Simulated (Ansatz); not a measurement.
# CH₈B₂Si (SMILES BC(B)[SiH3]): what the fields show

Input file:

```
crystal:
  periodic: [false, false, false]
  atoms:
    - {symbol: B, position_ang: [-1.070625, 1.283283, -0.153777]}
    - {symbol: C, position_ang: [-0.691757, -0.174264, 0.116978]}
    - {symbol: B, position_ang: [0.135803, -0.381416, 1.401399]}
    - {symbol: Si, position_ang: [0.857269, -0.559528, -0.933468]}
    - {symbol: H, position_ang: [-2.169795, 1.570669, -0.532684]}
    - {symbol: H, position_ang: [-0.271146, 2.154766, 0.033192]}
    - {symbol: H, position_ang: [-1.443762, -0.935853, -0.093037]}
    - {symbol: H, position_ang: [-0.019714, -1.352219, 2.082437]}
    - {symbol: H, position_ang: [0.966862, 0.427240, 1.707123]}
    - {symbol: H, position_ang: [1.557048, 0.669099, -1.370638]}
    - {symbol: H, position_ang: [0.420385, -1.370696, -2.095110]}
    - {symbol: H, position_ang: [1.806432, -1.386181, -0.128314]}
basis:
  gaussian: {orbitals: def2-TZVPP}
hamiltonian: {xc: pbe0, dispersion: d4}
output: {orbitals: {seedname: orbitals}}
```

Run with:

```sh
ansatz run in.yaml --threads 2 --pin off --events-out ev --progress --plain --max-ram 4352MiB
```

Geometry: PBE0-D4/def2-TZVP.

Computed with RKS PBE0-D4/def2-TZVPP (Ansatz 0.2.0).

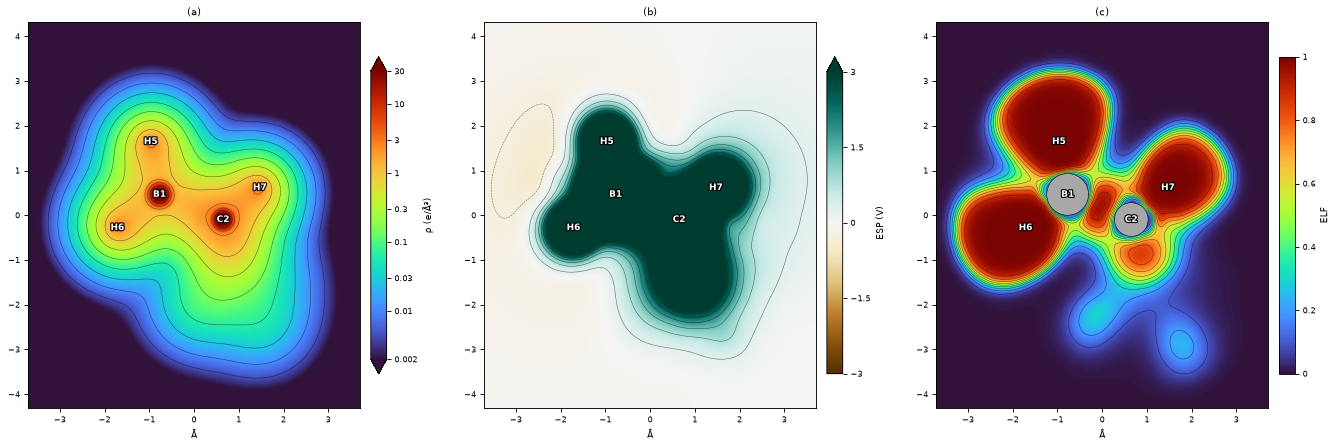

Figure 1. (a) total electron density; (b) molecular electrostatic potential; (c) ELF on the plane of atoms C2, B1 and H5. Grey discs cover the atomic cores in the ELF map.

What do the fields say about this system?

- The plane passes through B, C and H nuclei.
- C–B (1.53 Å): ρ is about 1.5 e/Å³ halfway; the ELF peaks at about 0.95 between the atoms; localised, covalent bonding.
- C–H (1.09 Å): ρ at the midpoint is about 2 e/Å³; the ELF climbs to about 1 towards the hydrogen, as it does in any bond to H: a covalent bond by its length.
- B–H (1.20 Å): ρ at the midpoint is about 1.3 e/Å³; the ELF climbs to about 1 towards the hydrogen; an ordinary covalent bond to hydrogen.
- Outside the dense part of the molecule the potential is most negative (−0.5 V) near H6.

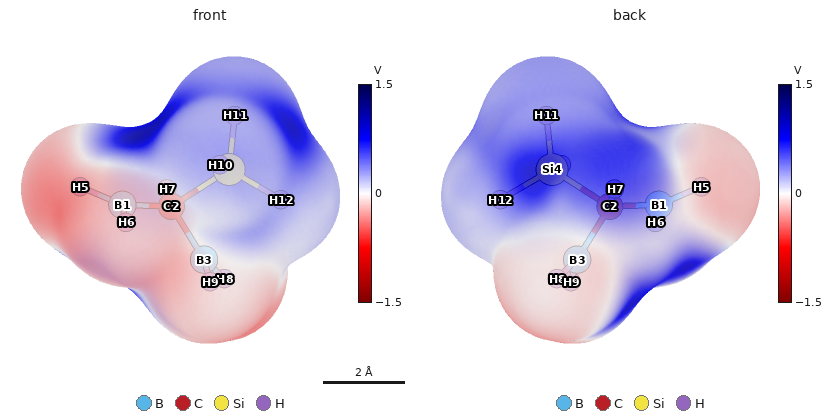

Figure 2. The electrostatic potential painted on the density surface at 0.001 e/bohr³, seen from the front and from behind; red is negative and blue positive.

Which sites attract a positive test charge, and which a negative one?

A positive charge is drawn to the negative regions and a negative charge to the positive ones. The most negative region (about −0.4 V) lies over H5, the most positive (about +1.0 V) over B1 and Si4.

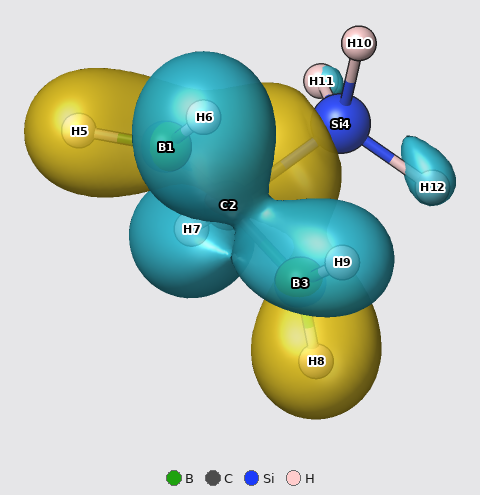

Figure 3. The HOMO−1 at ±0.1 Å⁻³ᐟ² (yellow and cyan are the two phases), seen at a tilt.

Where does this orbital lie, and at what energy?

It lies mainly on C2 (about 20 %), B1 (about 15 %), B3 (about 10 %), H6 (about 10 %), H8 (about 10 %) and Si4 (about 10 %). Its energy is −9.06 eV.
